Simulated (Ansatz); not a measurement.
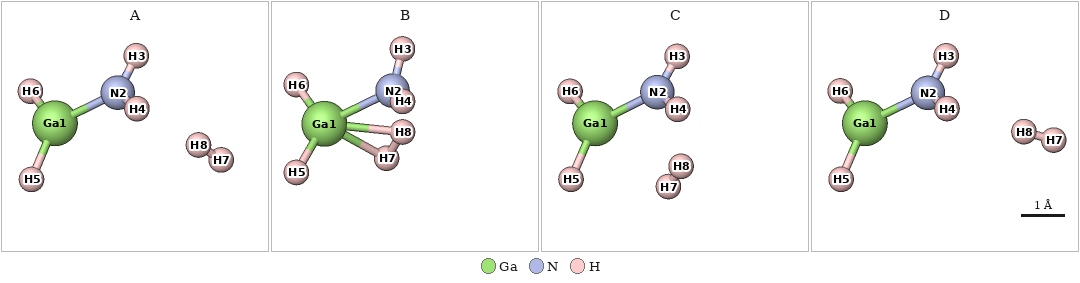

4 geometries from a converged minimum-energy path of GaNH6, made up at the start of GaNH$_{4}$ and H$_{2}$, shuffled. A ball-and-stick model, seen from a free direction.

Theory: RKS PBE0-D4/def2-SVP in Ansatz 0.2.0. Settings: 9 movable images; climbing image; force threshold 0.03 eV/Å; iteration limit 38; starting path through a guess of the saddle point.

> Which frame is the top of the path?

B. In order along the path, whose images run from 0 to 10: D (image 0, 0.00 eV), A (image 1, 0.00 eV), C (image 4, +0.05 eV), B (image 6, +0.82 eV). Breaking: H7–H8 (0.76 → 0.98 at the top → 3.08 Å). Forming: Ga1–H7 (4.48 → 1.88 at the top → 1.58 Å), N2–H8 (2.65 → 1.45 at the top → 1.02 Å).

Limits of the set-up: the start holds two separate molecules, 2.7 Å apart at their closest, whose relative position is a soft coordinate.
